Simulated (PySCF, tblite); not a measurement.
# C3H7NOSi: dynamics, then NMR shifts on frames, part 2 of 2

tblite 0.8.0 and PySCF 2.14.0. Atoms count from 0. Earlier steps stand in the parts before.

## (5) Nuclear shieldings: 625 fs, PBE0/pcSseg-1

Job settings and geometry (Å):

```
{"job": {"kind": "nmr", "xc": "PBE0", "basis": "pcSseg-1", "pop": false}, "charge": 0, "multiplicity": 1}
C     -2.528400    -1.221600     0.247700
C     -1.085300    -1.204300     0.677500
O     -0.647900     0.133000     0.775400
Si     0.741600     0.822400     1.121700
C      2.106000    -0.185800     0.172800
N      2.959800    -0.833500    -0.241300
H     -2.699500    -0.759900    -0.807700
H     -3.110600    -0.693100     0.994400
H     -2.782200    -2.269600     0.218700
H     -0.341800    -1.793500     0.088500
H     -1.059800    -1.677800     1.676000
H      1.317700     0.903000     2.436400
H      0.360900     2.193100     0.587700
```

Method: GIAO PBE0/pcSseg-1 NMR shielding, non-relativistic, gas phase.

Standard output:

```text
coarse grid: 11376 points
cycle   1  E = -537.3966706868  dE =  5.421e-01  |g| = 7.373e-01  |ddm| = 3.158e+00
cycle   2  E = -537.1490995153  dE =  2.476e-01  |g| = 1.333e+00  |ddm| = 1.546e+00
cycle   3  E = -537.4972962396  dE = -3.482e-01  |g| = 1.860e-01  |ddm| = 1.084e+00
cycle   4  E = -537.5030403053  dE = -5.744e-03  |g| = 9.342e-02  |ddm| = 1.397e-01
cycle   5  E = -537.5047368160  dE = -1.697e-03  |g| = 2.470e-02  |ddm| = 6.809e-02
cycle   6  E = -537.5048704507  dE = -1.336e-04  |g| = 3.425e-03  |ddm| = 2.006e-02
cycle   7  E = -537.5048729361  dE = -2.485e-06  |g| = 8.650e-04  |ddm| = 2.875e-03
final grid: 105360 points
cycle   8  E = -537.5500256382  dE = -1.374e-05  |g| = 1.010e-02  |ddm| = 1.889e-02
cycle   9  E = -537.5500045423  dE =  2.110e-05  |g| = 1.486e-02  |ddm| = 1.532e-02
cycle  10  E = -537.5500445776  dE = -4.004e-05  |g| = 1.650e-03  |ddm| = 9.835e-03
cycle  11  E = -537.5500451496  dE = -5.720e-07  |g| = 4.565e-04  |ddm| = 1.303e-03
cycle  12  E = -537.5500451859  dE = -3.635e-08  |g| = 1.854e-04  |ddm| = 3.376e-04
cycle  13  E = -537.5500451932  dE = -7.239e-09  |g| = 2.672e-05  |ddm| = 1.256e-04
cycle  14  E = -537.5500451933  dE = -1.653e-10  |g| = 4.546e-06  |ddm| = 3.001e-05
converged SCF energy = -537.5500451933

GIAO shielding tensors (ppm)
atom      isotropic    diamagn.    paramagn.     s11        s22        s33       span
  0 C      162.305     246.113     -83.808    149.960    158.805    178.151     28.191
  1 C      120.501     243.974    -123.473     91.796    104.851    164.856     73.060
  2 O      292.891     399.817    -106.926    270.981    284.902    322.791     51.810
  3 Si     402.470     879.670    -477.200    329.944    402.662    474.802    144.858
  4 C       61.991     263.945    -201.954    -51.864    -48.138    285.975    337.839
  5 N      -92.218     338.156    -430.374   -298.321   -276.398    298.066    596.388
  6 H       28.282      27.634       0.647     24.777     26.380     33.688      8.911
  7 H       29.800      28.155       1.645     26.031     28.306     35.062      9.030
  8 H       30.558      27.247       3.311     26.567     28.039     37.068     10.501
  9 H       27.019      31.304      -4.285     22.197     28.047     30.813      8.616
 10 H       27.589      29.482      -1.893     22.902     28.052     31.812      8.910
 11 H       26.678      28.245      -1.566     23.430     25.103     31.502      8.072
 12 H       25.776      28.641      -2.866     21.893     24.299     31.134      9.241
```

Run time: 21 s. Hardware: 1 thread of Arm Neoverse N1, shared host; peak memory 0.72 GiB.

In short: δ C4 124.9, C1 66.4, C0 24.6, O2 43.2, H12 5.94, H11 5.04 ppm.

## (6) Nuclear shieldings: 800 fs, PBE0/pcSseg-1

Job settings and geometry (Å):

```
{"job": {"kind": "nmr", "xc": "PBE0", "basis": "pcSseg-1", "pop": false}, "charge": 0, "multiplicity": 1}
C     -2.410800    -1.461200     0.138600
C     -1.112300    -1.323000     0.940500
O     -0.809600     0.029100     1.058000
Si     0.526000     0.955000     0.987400
C      1.902800     0.252600    -0.033500
N      2.725500    -0.016100    -0.748000
H     -2.406400    -0.755100    -0.750900
H     -3.318100    -1.214900     0.652600
H     -2.401700    -2.520100    -0.145600
H     -0.363200    -1.827400     0.345400
H     -1.318300    -1.763800     1.920000
H      1.369000     1.146400     2.186500
H      0.051800     2.229700     0.472000
```

Method: GIAO PBE0/pcSseg-1 NMR shielding, non-relativistic, gas phase.

Standard output:

```text
coarse grid: 11376 points
cycle   1  E = -537.4037779869  dE =  6.394e-01  |g| = 7.166e-01  |ddm| = 3.174e+00
cycle   2  E = -537.1916122266  dE =  2.122e-01  |g| = 1.258e+00  |ddm| = 1.474e+00
cycle   3  E = -537.4993698390  dE = -3.078e-01  |g| = 1.691e-01  |ddm| = 1.034e+00
cycle   4  E = -537.5043167515  dE = -4.947e-03  |g| = 8.053e-02  |ddm| = 1.259e-01
cycle   5  E = -537.5055376419  dE = -1.221e-03  |g| = 2.524e-02  |ddm| = 6.039e-02
cycle   6  E = -537.5056737725  dE = -1.361e-04  |g| = 3.536e-03  |ddm| = 2.012e-02
cycle   7  E = -537.5056764411  dE = -2.669e-06  |g| = 9.163e-04  |ddm| = 2.996e-03
final grid: 105360 points
cycle   8  E = -537.5506010931  dE = -1.710e-05  |g| = 9.750e-03  |ddm| = 1.769e-02
cycle   9  E = -537.5505825221  dE =  1.857e-05  |g| = 1.410e-02  |ddm| = 1.424e-02
cycle  10  E = -537.5506185930  dE = -3.607e-05  |g| = 1.695e-03  |ddm| = 9.228e-03
cycle  11  E = -537.5506191968  dE = -6.038e-07  |g| = 4.206e-04  |ddm| = 1.314e-03
cycle  12  E = -537.5506192265  dE = -2.967e-08  |g| = 1.881e-04  |ddm| = 3.334e-04
cycle  13  E = -537.5506192338  dE = -7.361e-09  |g| = 2.412e-05  |ddm| = 1.257e-04
cycle  14  E = -537.5506192340  dE = -1.291e-10  |g| = 4.236e-06  |ddm| = 2.658e-05
converged SCF energy = -537.5506192340

GIAO shielding tensors (ppm)
atom      isotropic    diamagn.    paramagn.     s11        s22        s33       span
  0 C      160.032     248.438     -88.406    136.532    158.984    184.581     48.049
  1 C      123.796     243.140    -119.344     92.129    110.266    168.993     76.864
  2 O      312.385     399.200     -86.814    290.906    318.328    327.922     37.016
  3 Si     415.499     879.360    -463.861    342.790    393.862    509.846    167.056
  4 C       67.362     264.729    -197.367    -45.982    -40.213    288.281    334.263
  5 N      -84.461     339.188    -423.648   -289.404   -255.902    291.924    581.329
  6 H       29.187      29.809      -0.621     25.721     28.326     33.514      7.793
  7 H       30.128      28.687       1.441     26.993     27.858     35.534      8.542
  8 H       30.254      28.009       2.245     26.041     27.965     36.756     10.714
  9 H       27.793      32.260      -4.467     22.084     29.398     31.899      9.815
 10 H       27.319      28.059      -0.740     22.397     27.427     32.132      9.735
 11 H       26.509      27.453      -0.943     22.948     25.383     31.196      8.248
 12 H       26.683      29.246      -2.563     23.050     25.016     31.984      8.935
```

It took 21 s on 1 thread of Arm Neoverse N1, shared host; peak memory 0.72 GiB.

This run: δ C4 119.6, C1 63.1, C0 26.9, O2 23.7, H11 5.21, H12 5.03 ppm.

## (7) Nuclear shieldings: 1000 fs, PBE0/pcSseg-1

Job settings and geometry (Å):

```
{"job": {"kind": "nmr", "xc": "PBE0", "basis": "pcSseg-1", "pop": false}, "charge": 0, "multiplicity": 1}
C     -2.085800    -1.021700     0.006900
C     -1.186500    -1.508900     1.119100
O     -0.650100    -0.449800     1.854600
Si     0.295400     0.648900     1.100400
C      1.308200    -0.270300    -0.287800
N      1.979100    -0.778800    -1.059300
H     -1.470900    -0.230900    -0.522100
H     -2.990900    -0.576400     0.283200
H     -2.243300    -1.907500    -0.592100
H     -0.273800    -2.088900     0.825700
H     -1.704300    -2.219300     1.760900
H      1.181500     1.220100     2.100500
H     -0.451100     1.609100     0.312100
```

Level: GIAO PBE0/pcSseg-1 NMR shielding, non-relativistic, gas phase.

Standard output:

```text
coarse grid: 11376 points
cycle   1  E = -537.3952614679  dE =  6.248e-01  |g| = 7.366e-01  |ddm| = 3.183e+00
cycle   2  E = -537.1502550818  dE =  2.450e-01  |g| = 1.328e+00  |ddm| = 1.573e+00
cycle   3  E = -537.4964103139  dE = -3.462e-01  |g| = 1.900e-01  |ddm| = 1.104e+00
cycle   4  E = -537.5027213070  dE = -6.311e-03  |g| = 8.839e-02  |ddm| = 1.440e-01
cycle   5  E = -537.5042033561  dE = -1.482e-03  |g| = 2.570e-02  |ddm| = 6.759e-02
cycle   6  E = -537.5043476531  dE = -1.443e-04  |g| = 3.170e-03  |ddm| = 2.159e-02
cycle   7  E = -537.5043497562  dE = -2.103e-06  |g| = 8.595e-04  |ddm| = 2.874e-03
final grid: 105360 points
cycle   8  E = -537.5488928536  dE = -2.097e-05  |g| = 9.468e-03  |ddm| = 2.143e-02
cycle   9  E = -537.5488747045  dE =  1.815e-05  |g| = 1.383e-02  |ddm| = 1.456e-02
cycle  10  E = -537.5489094685  dE = -3.476e-05  |g| = 1.490e-03  |ddm| = 9.460e-03
cycle  11  E = -537.5489099186  dE = -4.501e-07  |g| = 4.419e-04  |ddm| = 1.268e-03
cycle  12  E = -537.5489099509  dE = -3.230e-08  |g| = 2.062e-04  |ddm| = 3.349e-04
cycle  13  E = -537.5489099598  dE = -8.894e-09  |g| = 2.786e-05  |ddm| = 1.360e-04
cycle  14  E = -537.5489099600  dE = -1.764e-10  |g| = 6.174e-06  |ddm| = 3.117e-05
converged SCF energy = -537.5489099600

GIAO shielding tensors (ppm)
atom      isotropic    diamagn.    paramagn.     s11        s22        s33       span
  0 C      167.737     252.038     -84.301    157.500    164.479    181.233     23.733
  1 C      120.992     247.440    -126.448     92.141    102.400    168.435     76.294
  2 O      299.875     395.968     -96.093    262.474    309.000    328.151     65.677
  3 Si     397.002     878.999    -481.997    351.187    375.055    464.764    113.577
  4 C       64.040     264.587    -200.547    -47.287    -46.312    285.719    333.007
  5 N      -88.637     338.758    -427.395   -294.690   -276.904    305.682    600.372
  6 H       29.086      32.266      -3.179     24.362     29.949     32.948      8.587
  7 H       30.981      30.736       0.245     27.838     28.182     36.922      9.084
  8 H       30.582      30.125       0.457     26.434     27.917     37.394     10.959
  9 H       26.640      31.330      -4.691     22.702     26.097     31.120      8.418
 10 H       27.495      28.125      -0.631     23.168     26.961     32.355      9.187
 11 H       26.735      28.036      -1.300     23.250     24.614     32.342      9.093
 12 H       26.634      30.075      -3.440     23.783     24.751     31.369      7.587
```

Wall time 22 s (1 thread of Arm Neoverse N1, shared host); peak memory 0.71 GiB.

Key values: δ C4 122.9, C1 65.9, C0 19.2, O2 36.2, H12 5.08, H9 5.08 ppm.

## (8) Side by side: NMR shifts

Shifts (ppm) of some atoms, chosen among heavy atoms and hydrogens apart, with basis size and wall time:

```
  frame     C4    C1    H7    H6    O2    Si3     N5  functions  time
 250 fs  125.9  63.0  2.83  1.13  47.5  -53.0  367.7        144  28 s
 425 fs  127.4  79.2  3.86  1.68  56.7  -54.3  363.5        144  21 s
 625 fs  124.9  66.4  1.92  3.44  43.2  -53.3  359.9        144  21 s
 800 fs  119.6  63.1  1.59  2.53  23.7  -66.3  352.2        144  21 s
1000 fs  122.9  65.9  0.74  2.63  36.2  -47.8  356.4        144  22 s
```

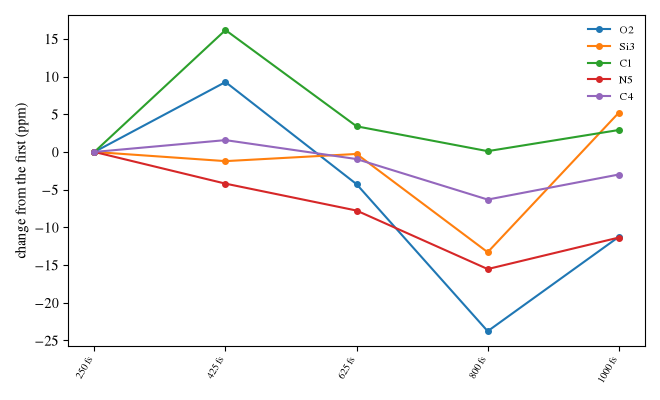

How five of the tabulated atoms move from run to run.

## (9) Outcome

The summary covers parts 1 to 2.

| quantity | value |
| --- | --- |
| thermostat | 300 K |
| mean temperature, second half | 317 K |
| mean potential energy above the minimum | 0.45 eV |
| ¹³C shifts against TMS (PBE0/pcSseg-1, 250 fs) | 125.9, 63.0, 21.3 ppm |
| ¹H shifts against TMS (PBE0/pcSseg-1, 250 fs) | 5.76, 5.08, 4.69, 4.61, 2.83, 1.59, 1.13 ppm |
| ¹⁷O shifts against H2O (PBE0/pcSseg-1, 250 fs) | 47.5 ppm |
| ²⁹Si shifts against TMS (PBE0/pcSseg-1, 250 fs) | -53.0 ppm |
| ¹⁵N shifts against NH3 (PBE0/pcSseg-1, 250 fs) | 367.7 ppm |
| surface potential, 1st and 99th percentile | -1.60 V and 1.97 V |
| range of the shift of O2 | 23.7 to 56.7 ppm |

What this shows: In the second half the potential energy averages 0.45 eV above the minimum; equipartition over 33 harmonic modes at 300 K would give 0.43 eV. With 13 atoms the temperature swings widely (139 to 423 K). Shifts at one fixed geometry are not the observed spectrum, which averages over the motion. In the first frame run (250 fs): The largest span, 599 ppm, is at N5, where the paramagnetic term is -437 ppm. At PBE0/pcSseg-1, counted by nearest atom on the grid, the HOMO lies on O2 43 %; H10 18 %, the LUMO on N5 23 %; C4 22 %. In ppm, O2 moves most: its shift spreads over 33.0 ppm, from 23.7 (800 fs) to 56.7 (425 fs).
